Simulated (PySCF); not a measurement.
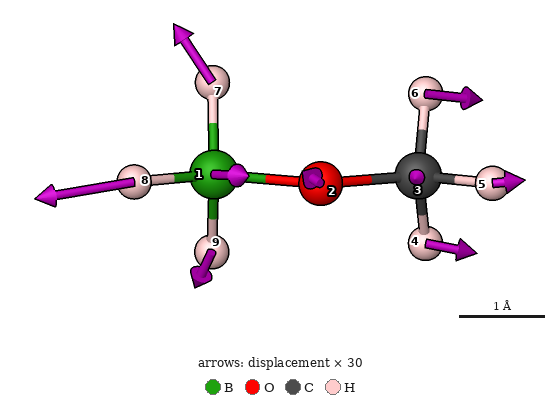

A relaxation of CH6BO (charge −1). The starting structure is drawn; purple arrows show the displacements, 30 times their true length. The two geometries are superimposed by the best rigid fit.

The picture is a ball-and-stick view, seen face on.

The start comes from GFN2-xTB.

Level of theory: PBE0-D3(BJ)/def2-SVP geometry optimisation, gas phase in PySCF 2.14.0, density-fitted response routines. 

Q: Which element moves most?

A: Hydrogen: up to 0.042 Å, against 0.023 Å for boron.

Q: What did the optimiser do to the structure, and how much energy did it gain?

A: The energy falls by 1.21 kcal/mol in 4 geometry steps. The largest force component goes from 1.3 to 0.0047 eV/Å. The atom that moves furthest after the best rigid fit is H8 (0.042 Å). By element the largest moves are H 0.042 Å, B 0.023 Å, O 0.014 Å, C 0.007 Å. Some distances before and after: B1–H8 1.212 → 1.250 Å, B1–O2 1.521 → 1.486 Å, B1–H9 1.235 → 1.267 Å, B1–H7 1.235 → 1.267 Å. Among the angles between lasting bonds that change: O2–B1–H8 106.6° → 108.8°. The run took roughly 7 core-seconds on a shared host.

Limits of the set-up: the basis has no diffuse functions, which an anion needs.
